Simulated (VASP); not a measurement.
Energy against volume of AlN (zinc blende). Level of theory: revTPSS meta-GGA, VASP's PBE PAW potentials (set 64) (plane waves; VASP).

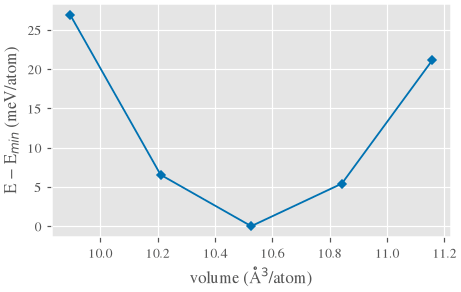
Figure. Energy against volume

### Question
Estimate the equilibrium volume and the bulk modulus.

### Answer
The minimum lies near 10.5 Å³/atom, and the curvature gives B0 of about 200 GPa.

The compound is AlN in the zinc blende structure, a metastable form; wurtzite is the usual one. It was relaxed first.
